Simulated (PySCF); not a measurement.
C₃H₃FO, SMILES `C=C(F)C=O`.

Computed with PySCF, def2-SVP basis, geometry: GFN2-xTB. No frequency check shows the geometry to be a minimum.

Coordinates in Å:

```
C1      -0.7397   -1.3323    0.0000
C2      -0.4513   -0.0364    0.0000
F3      -1.4288    0.8922    0.0000
C4       0.9073    0.5348    0.0000
O5       1.9169   -0.1161    0.0000
H6       0.0657   -2.0442    0.0000
H7      -1.7529   -1.6931    0.0000
H8       0.9137    1.6397    0.0000
```

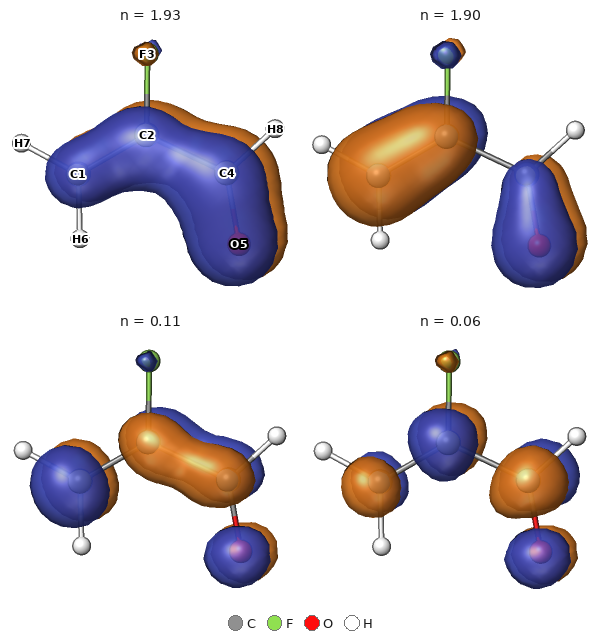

Natural orbitals of the π active space, CASSCF(4,4), singlet state, in order of falling occupation.

Question: How multiconfigurational is the state?

Answer: The leading determinant weighs 0.92; the effective number of unpaired electrons, Σ n²(2−n)², is 0.11; the most occupied of the weakly occupied orbitals holds 0.11 e, as in an ordinary closed-shell π system. The active space lowers the energy by 1.71 eV against Hartree–Fock.

Question: Where does the lowest triplet lie relative to the singlet, at this geometry and within this active space?

Answer: 3.82 eV above it by strongly contracted NEVPT2 (+3.83 eV by CASSCF); a small basis tends to put such gaps a few tenths of an eV too high. This is a vertical energy for π states alone; a state that uses lone pairs or σ orbitals may lie lower.
